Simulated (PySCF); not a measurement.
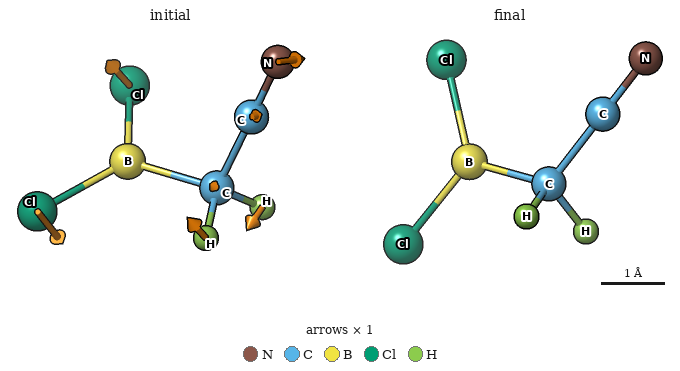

The structure of C₂H₂BCl₂N before (left) and after (right) a relaxation, at one scale. The orange arrows give the displacements, at their true length.

The picture is a ball-and-stick view, seen at a tilt.

The start comes from GFN2-xTB. Its atoms were then displaced at random by about 0.01 Å.

All numbers below come from PBE0-D3(BJ)/def2-SVP geometry optimisation, gas phase in PySCF. 

Q: Summarise the run.

A: Over 17 geometry steps the energy falls by 27.4 kJ/mol. The atom that moves furthest after the best rigid fit is a Cl atom (1.12 Å). By element the largest moves are Cl 1.12 Å, N 0.63 Å, H 0.58 Å, C 0.26 Å, B 0.03 Å. Some distances before and after: B–C 1.657 → 1.580 Å, B–Cl 1.696 → 1.747 Å, C–N 1.116 → 1.157 Å, C–H 1.081 → 1.105 Å. Bond angles that change, for instance: C–C–B 110.5° → 116.5°, H–C–H 110.4° → 104.9°, C–B–Cl 118.7° → 122.6°. Groups turn about B–C by about 60°.
